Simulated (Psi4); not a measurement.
**BH2O2F (SMILES OB(O)F): levels of theory compared**

We compute a comparison of 3 runs (HF/aug-cc-pVDZ, O3LYP/6-311G*, TPSSh/def2-TZVP) of BH2O2F. 

Program for the calculation: Psi4 1.11.

3 further runs of the same task are left out: 1 that didn't finish, 2 set aside as unsound or not needed.

## 1. Starting point

BH2O2F has 6 atoms, charge 0, and is taken as a singlet. SMILES: `OB(O)F`. Geometry: relaxed at PBE0-D4/def2-TZVP. This is one conformer, not always the lowest.

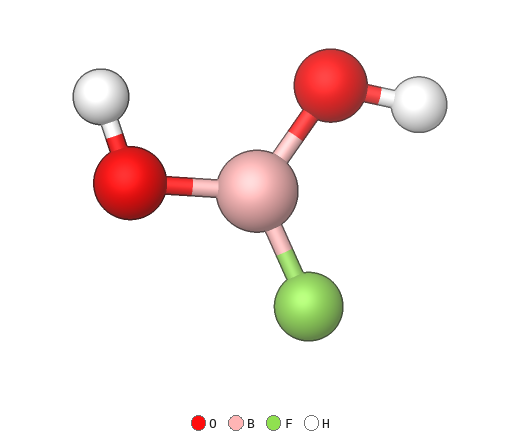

Viewed from a chosen angle; oxygen red, boron pink, fluorine green, hydrogen white.

## 2. A single-point energy at HF/aug-cc-pVDZ (run 1)

input.json

```json
{
  "schema_name": "qcschema_input",
  "schema_version": 1,
  "molecule": {
    "schema_name": "qcschema_molecule",
    "schema_version": 2,
    "symbols": ["O", "B", "O", "F", "H", "H"],
    "geometry": [-0.90234422, 1.83492407, -0.39381892, -0.04497548, -0.58109078, -0.20125583, 1.86969503, -1.20035403, 1.37213014, -1.08300204, -2.41998328, -1.57451981, -2.26559265, 2.01463702, -1.57659851, 2.50577684, 0.23092453, 2.28656861],
    "molecular_charge": 0,
    "molecular_multiplicity": 1,
    "fix_symmetry": "c1",
    "fix_com": true,
    "fix_orientation": true
  },
  "driver": "energy",
  "model": {
    "method": "scf",
    "basis": "aug-cc-pVDZ"
  },
  "keywords": {
    "puream": true,
    "e_convergence": 1e-09,
    "d_convergence": 1e-08,
    "scf_type": "pk",
    "scf_properties": ["MULLIKEN_CHARGES", "MAYER_INDICES", "WIBERG_LOWDIN_INDICES"]
  }
}
```

Launch:

```
$ psi4 --qcschema input.json -n 1 --memory 1600MB
```

stdout:

```text
[...]
  Running in c1 symmetry.
[...]
  Nuclear repulsion =  114.498553128805128
[...]
  Multiplicity = 1
[...]
  Nalpha       = 16
  Nbeta        = 16
[...]
    Number of basis functions: 110
[...]
   @RHF iter   1:  -275.07997585693431   -1.03507e+00   5.80989e-03 ADIIS/DIIS
[...]
   @RHF iter  11:  -275.23441330179043   -4.20641e-12   9.59762e-09 DIIS
[...]
    Orbital Energies [Eh]
    ---------------------
    Doubly Occupied:
       1A    -26.310982     2A    -20.598671     3A    -20.591729
       4A     -7.716368     5A     -1.622128     6A     -1.407658
       7A     -1.374570     8A     -0.813053     9A     -0.773621
      10A     -0.745814    11A     -0.688148    12A     -0.659794
      13A     -0.588025    14A     -0.583410    15A     -0.574493
      16A     -0.522830
[...]
  @RHF Final Energy:  -275.23441330179043
   => Energetics <=
    Nuclear Repulsion Energy =            114.4985531288051277
    One-Electron Energy =                -608.3233442450017492
    Two-Electron Energy =                 218.5903778144061675
    Total Energy =                       -275.2344133017904255
[...]
 Multipole Moments:
 ------------------------------------------------------------------------------------
     Multipole            Electronic (a.u.)      Nuclear  (a.u.)        Total (a.u.)
 ------------------------------------------------------------------------------------
 L = 1.  Multiply by 2.5417464519 to convert [e a0] to [Debye]
 Dipole X            :          1.8113155           -1.9929051           -0.1815896
 Dipole Y            :         18.1137126          -17.3631816            0.7505310
 Dipole Z            :          6.6567218           -6.6404976            0.0162243
 Magnitude           :                                                    0.7723567
[...]
  Mulliken Charges: (a.u.)
   Center  Symbol    Alpha    Beta     Spin     Total
       1     O     4.24685  4.24685  0.00000 -0.49370
       2     B     1.90355  1.90355  0.00000  1.19289
       3     O     4.26891  4.26891  0.00000 -0.53782
       4     F     4.79542  4.79542  0.00000 -0.59084
       5     H     0.38850  0.38850  0.00000  0.22299
       6     H     0.39676  0.39676  0.00000  0.20647
   Total alpha = 16.00000, Total beta = 16.00000, Total charge =  0.00000
  Mayer Bond Indices:
[...]
```

The result, in JSON:

```text
{
 "driver": "energy",
 "model": {
  "method": "scf",
  "basis": "aug-cc-pVDZ"
 },
 "success": true,
 "return_result": -275.2344133017904,
 "properties": {
  "calcinfo_nbasis": 110,
  "calcinfo_nmo": 110,
  "calcinfo_nalpha": 16,
  "calcinfo_nbeta": 16,
  "calcinfo_natom": 6,
  "nuclear_repulsion_energy": 114.49855312880513,
  "return_energy": -275.2344133017904,
  "scf_one_electron_energy": -608.3233442450017,
  "scf_two_electron_energy": 218.59037781440617,
  "scf_dipole_moment": [-0.18158960452802475, 0.7505310396154954, 0.016224268292877042],
  "scf_total_energy": -275.2344133017904,
  "scf_iterations": 11
 }
}
```

Run time: 4.5 s. Hardware: 1 thread of Intel Xeon Platinum 8488C (Sapphire Rapids), shared host; peak memory 0.48 GiB.

## 3. The energy at O3LYP/6-311G(d) (density fitting) (run 2)

job.py

```python
import psi4

psi4.set_memory('1600 MB')
psi4.set_num_threads(1)
psi4.set_output_file('bfh2o2.out', False)

m = psi4.geometry("""
O     -0.477500     0.971000    -0.208400
B     -0.023800    -0.307500    -0.106500
O      0.989400    -0.635200     0.726100
F     -0.573100    -1.280600    -0.833200
H     -1.198900     1.066100    -0.834300
H      1.326000     0.122200     1.210000
units angstrom
""")

psi4.set_options(dict(basis='6-311G*', scf_type='df'))

e = psi4.energy('o3lyp')
print(f'total energy {e:.8f} hartree = {e * 27.211386:.5f} eV')
```

Launch:

```
$ python job.py
```

bfh2o2.out:

```text
[...]
  Running in c1 symmetry.
[...]
  Nuclear repulsion =  114.498553170056496
[...]
  Multiplicity = 1
[...]
  Nalpha       = 16
  Nbeta        = 16
[...]
    Number of basis functions: 78
[...]
   @DF-RKS iter   1:  -276.17618483006555   -3.12879e-01   1.23358e-02 DIIS/ADIIS
[...]
   @DF-RKS iter   9:  -276.48372504075417   -1.61675e-08   2.32493e-07 DIIS
[...]
    Orbital Energies [Eh]
    ---------------------
    Doubly Occupied:
       1A    -24.475637     2A    -18.980499     3A    -18.974060
       4A     -6.726561     5A     -1.167408     6A     -1.020558
       7A     -0.994952     8A     -0.566391     9A     -0.543535
      10A     -0.493030    11A     -0.433699    12A     -0.408037
      13A     -0.360821    14A     -0.350364    15A     -0.350057
      16A     -0.310796
[...]
  @DF-RKS Final Energy:  -276.48372504075417
   => Energetics <=
    Nuclear Repulsion Energy =            114.4985531700564962
    One-Electron Energy =                -609.0313927386633850
    Two-Electron Energy =                 246.9752973237659432
    DFT Exchange-Correlation Energy =     -28.9261827959132027
    Empirical Dispersion Energy =           0.0000000000000000
    VV10 Nonlocal Energy =                  0.0000000000000000
    Total Energy =                       -276.4837250407541660
[...]
 Multipole Moments:
 ------------------------------------------------------------------------------------
     Multipole            Electronic (a.u.)      Nuclear  (a.u.)        Total (a.u.)
 ------------------------------------------------------------------------------------
 L = 1.  Multiply by 2.5417464519 to convert [e a0] to [Debye]
 Dipole X            :         -0.8835827            0.6843937           -0.1991890
 Dipole Y            :         -1.8513993            2.6128007            0.7614015
 Dipole Z            :         -1.2376146            1.2406379            0.0030233
 Magnitude           :                                                    0.7870308
[...]
```

On the terminal:

```text
total energy -276.48372504 hartree = -7523.50536 eV
```

Wall time 3.9 s (1 thread of Intel Xeon Platinum 8488C (Sapphire Rapids), shared host); peak memory 0.45 GiB.

## 4. Energy and gradient at TPSSh/def2-TZVP (run 3)

bfh2o2.py

```python
import psi4

psi4.set_memory('1600 MB')
psi4.set_num_threads(1)
psi4.core.set_output_file('psi4.out', False)

m = psi4.geometry("""
0 1
O     -0.477500     0.971000    -0.208400
B     -0.023800    -0.307500    -0.106500
O      0.989400    -0.635200     0.726100
F     -0.573100    -1.280600    -0.833200
H     -1.198900     1.066100    -0.834300
H      1.326000     0.122200     1.210000
symmetry c1
no_reorient
no_com
""")

psi4.set_options({
    'puream': True,
    'e_convergence': 1e-09,
    'd_convergence': 1e-08,
    'scf_type': 'pk',
    'dft_radial_points': 99,
    'dft_spherical_points': 590,
})

energy_value, wavefunction = psi4.gradient("tpssh/def2-TZVP", return_wfn=True)
psi4.oeprop(wavefunction, "MAYER_INDICES", "DIPOLE", "QUADRUPOLE")
print('gradient / Eh bohr^-1')
print(energy_value.np.round(6))
print(f'energy = {wavefunction.energy():.10f} Eh')
for k, v in sorted(psi4.core.scalar_variables().items()):
    print(f'{k:45s} {v:18.10f}')
```

Launch:

```
$ python bfh2o2.py
```

psi4.out:

```text
[...]
  Running in c1 symmetry.
[...]
  Nuclear repulsion =  114.498553170056496
[...]
  Multiplicity = 1
[...]
  Nalpha       = 16
  Nbeta        = 16
[...]
    Number of basis functions: 136
[...]
   @RKS iter   1:  -276.29377284503238   -3.46154e-01   7.46375e-03 ADIIS/DIIS
[...]
   @RKS iter  11:  -276.63211563052175   -4.03588e-12   6.04588e-09 DIIS
[...]
  @RKS Final Energy:  -276.63211563052175
   => Energetics <=
    Nuclear Repulsion Energy =            114.4985531700564962
    One-Electron Energy =                -608.8290741186110608
    Two-Electron Energy =                 247.1819905623091529
    DFT Exchange-Correlation Energy =     -29.4835852442763198
    Empirical Dispersion Energy =           0.0000000000000000
    VV10 Nonlocal Energy =                  0.0000000000000000
    Total Energy =                       -276.6321156305217528
[...]
  -Total Gradient:
     Atom            X                  Y                   Z
    ------   -----------------  -----------------  -----------------
       1       -0.001346462974    -0.004859777431    -0.002367805968
       2        0.000049128319    -0.000350656069    -0.000055028990
       3       -0.002551093215     0.004636852312    -0.001179572055
       4        0.002307942864     0.004789745284     0.003226775955
       5        0.003427963044    -0.000846593778     0.002878914005
       6       -0.001909426093    -0.003378075622    -0.002525001019
[...]
 Multipole Moments:
 ------------------------------------------------------------------------------------
     Multipole            Electronic (a.u.)      Nuclear  (a.u.)        Total (a.u.)
 ------------------------------------------------------------------------------------
 L = 1.  Multiply by 2.5417464519 to convert [e a0] to [Debye]
 Dipole X            :          1.8259932           -1.9929052           -0.1669120
 Dipole Y            :         18.0830582          -17.3631816            0.7198766
 Dipole Z            :          6.6626079           -6.6404976            0.0221103
 Magnitude           :                                                    0.7393042
 L = 2.  Multiply by 1.3450342976 to convert [e a0^2] to [Debye ang]
 Quadrupole XX       :        -70.7315506           56.4578592          -14.2736914
 Quadrupole XY       :         11.5703419          -11.4676387            0.1027032
[...]
```

On the terminal:

```text
gradient / Eh bohr^-1
[[-1.346e-03 -4.860e-03 -2.368e-03]
 [ 4.900e-05 -3.510e-04 -5.500e-05]
 [-2.551e-03  4.637e-03 -1.180e-03]
 [ 2.308e-03  4.790e-03  3.227e-03]
 [ 3.428e-03 -8.470e-04  2.879e-03]
 [-1.909e-03 -3.378e-03 -2.525e-03]]
energy = -276.6321156305 Eh
CURRENT ENERGY                                   -276.6321156305
CURRENT REFERENCE ENERGY                         -276.6321156305
DD SOLVATION ENERGY                                 0.0000000000
DFT FUNCTIONAL TOTAL ENERGY                      -276.6321156305
DFT TOTAL ENERGY                                 -276.6321156305
DFT VV10 ENERGY                                     0.0000000000
DFT XC ENERGY                                     -29.4835852443
GRID ELECTRONS ALPHA                               15.9999999335
GRID ELECTRONS BETA                                15.9999999335
GRID ELECTRONS TOTAL                               31.9999998670
NUCLEAR REPULSION ENERGY                          114.4985531701
ONE-ELECTRON ENERGY                              -608.8290741186
PCM POLARIZATION ENERGY                             0.0000000000
PE ENERGY                                           0.0000000000
SCF ITERATION ENERGY                             -276.6321156305
SCF ITERATIONS                                     11.0000000000
SCF TOTAL ENERGY                                 -276.6321156305
TWO-ELECTRON ENERGY                               247.1819905623
XC GRID RADIAL POINTS                              99.0000000000
XC GRID SPHERICAL POINTS                          590.0000000000
XC GRID TOTAL POINTS                           337673.0000000000
```

It took 59 s on 1 thread of Intel Xeon Platinum 8488C (Sapphire Rapids), shared host; peak memory 1 GiB.

## 5. The series

| run | level | integrals | integral approximation | energy (Eh) | dipole moment (D) | HOMO energy (eV) | LUMO energy (eV) | wall time |
| --- | --- | --- | --- | --- | --- | --- | --- | --- |
| 1 | HF/aug-cc-pVDZ | pk | none | -275.234413 | 1.96 | -14.23 | 0.90 | 4.5 s |
| 2 | O3LYP/6-311G* (density fitting) | df | program's default | -276.483725 | 2.00 | -8.46 | 0.26 | 3.9 s |
| 3 | TPSSh/def2-TZVP | pk | none | -276.632116 | 1.88 | -8.74 | 0.17 | 59 s |

## 6. Summary of results

| quantity | value |
| --- | --- |
| run 3: total energy | -276.63212 Eh |
| run 3: dipole moment | 1.88 D |
| run 3: HOMO energy | -8.74 eV |
| run 3: LUMO energy | 0.17 eV |
| run 3: HOMO–LUMO gap | 8.91 eV |
| run 3: largest force on an atom | 0.320 eV/Å |

**Reading.** The dipole moment (its size) runs from 1.88 D (TPSSh/def2-TZVP) to 2.00 D (O3LYP/6-311G*). The two ends differ in method and basis. The HOMO–LUMO gap runs from 8.71 eV (O3LYP/6-311G*) to 15.13 eV (HF/aug-cc-pVDZ). Totals of different functionals can't be ranked against each other. All runs together took 68 s, the longest 59 s.
